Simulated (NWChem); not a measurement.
# Energy and gradient calculation, with input and output: GeAsH5O

- system: GeAsH5O
- method: B3LYP/6-31G*, RKS (NWChem 7.3.0)

The geometry comes from this level: PBE0-D4/def2-TZVP.

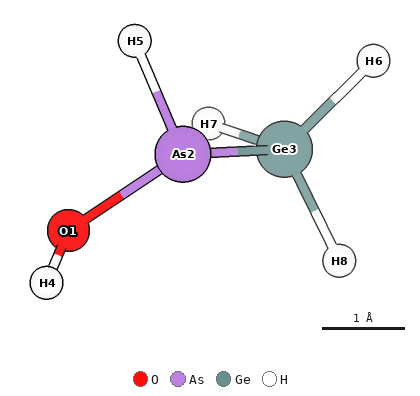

Fig. 1: The structure as given in the input (ball-and-stick view, seen at a tilt; atoms are numbered from 1 in the order of the input). Sticks mark near contacts.

## The input
```python
from ase import Atoms
from ase.calculators.nwchem import NWChem

atoms = Atoms('OAsGeHHHHH', positions=[
    [-1.428900, 0.407800, -1.289900],
    [-0.567500, 1.213400, 0.086000],
    [0.757400, -0.736100, 0.684300],
    [-2.345200, 0.695100, -1.268000],
    [0.576500, 1.787600, -0.751900],
    [1.917300, -0.281200, 1.588600],
    [1.313000, -1.426000, -0.569800],
    [-0.130700, -1.717700, 1.465000],
])

calc = NWChem(
    label='mol',
    theory='dft',
    memory='2200 mb',
    basis='6-31G*',
    dft={'xc': 'b3lyp', 'mult': '1', 'grid': 'fine', 'convergence': 'energy 1e-08', 'iterations': '100', 'mulliken': None},
)
atoms.calc = calc

forces = atoms.get_forces()
print("Total energy (eV):", round(atoms.get_potential_energy(), 6))
print("forces (eV/A):")
for s, f in zip(atoms.symbols, forces):
    print(f"{s:2s} {f[0]:10.5f} {f[1]:10.5f} {f[2]:10.5f}")
print("dipole (e A):", atoms.get_dipole_moment().round(4))
```

## File mol.nwi
```
title "mol"

permanent_dir mol

scratch_dir mol

start mol

geometry units angstrom nocenter noautosym noautoz
  O  -1.4289000000000001e+00 4.0780000000000000e-01 -1.2899000000000000e+00
  As -5.6750000000000000e-01 1.2134000000000000e+00 8.5999999999999993e-02
  Ge 7.5739999999999996e-01 -7.3609999999999998e-01 6.8430000000000002e-01
  H  -2.3452000000000002e+00 6.9510000000000005e-01 -1.2680000000000000e+00
  H  5.7650000000000001e-01 1.7876000000000001e+00 -7.5190000000000001e-01
  H  1.9173000000000000e+00 -2.8120000000000001e-01 1.5886000000000000e+00
  H  1.3129999999999999e+00 -1.4259999999999999e+00 -5.6979999999999997e-01
  H  -1.3070000000000001e-01 -1.7177000000000000e+00 1.4650000000000001e+00
end

memory 2200 mb

basis noprint
   * library 6-31G*
end

dft
  xc b3lyp
  mult 1
  grid fine
  convergence energy 1e-08
  iterations 100
  mulliken
end

task dft gradient
```

Run as:
```bash
export ASE_NWCHEM_COMMAND="nwchem PREFIX.nwi > PREFIX.nwo"
python run.py
```

## Log
```
Total energy (eV): -119474.825143
forces (eV/A):
O     0.09832   -0.45159   -0.54626
As   -0.00159    0.43549    0.47658
Ge    0.03204   -0.03759    0.02864
H    -0.43668    0.14624    0.05420
H     0.17268    0.11076   -0.08433
H     0.12999    0.00175    0.09575
H     0.06320   -0.08875   -0.09575
H    -0.05795   -0.11627    0.07122
dipole (e A): [-0.1291  0.1423  0.1228]
```

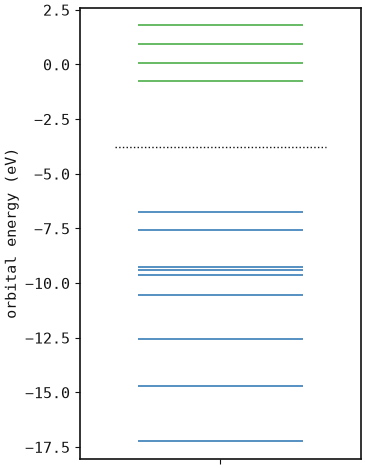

Fig. 2: Orbital energies near the frontier; the dotted line parts filled from empty levels, and levels within 0.02 eV of each other stand side by side. Highest filled −6.77 eV, lowest empty −0.76 eV, 6.01 eV apart.

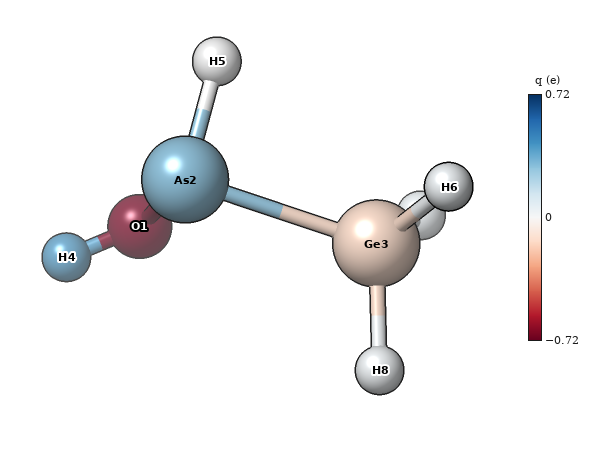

Fig. 3: Mulliken charges, as the colour of each atom (ball-and-stick view, seen at a tilt; atoms are numbered from 1 in the order of the input). By element: O −0.69, As +0.30, Ge −0.14 and H 0.00 to +0.41 e.

## Summary

- outcome: converged
- total energy: −4390.618877 hartree
- basis functions: 95
- largest force: 0.716 eV/Å
- HOMO: −6.77 eV
- LUMO: −0.76 eV
- dipole moment: 1.10 D
- hardware: 1 thread of AMD EPYC (Zen 5), 16 GiB of memory available, shared host
- wall time: 36 s
- peak memory: 0.13 GiB
